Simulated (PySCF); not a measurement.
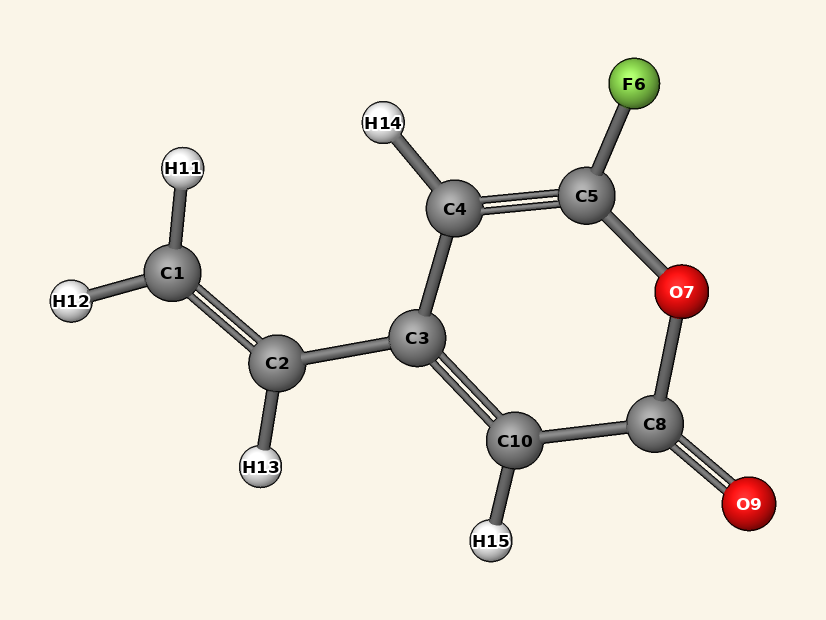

The questions are on isotropic NMR shieldings of the C atoms. Computed geometry: PBE0-D3(BJ)/def2-SVP optimisation. No frequency run is at hand to confirm it as a minimum. Level of theory: GIAO PBE0/pcSseg-1 NMR shielding, non-relativistic, IEF-PCM methanol (PySCF 2.14.0).

List the isotropic NMR shieldings of the C atoms.

```
atom  σ (ppm)
  C1     48.6
  C2     43.4
  C3     22.8
  C4    101.4
  C5     15.5
  C8     23.2
 C10     73.4
```
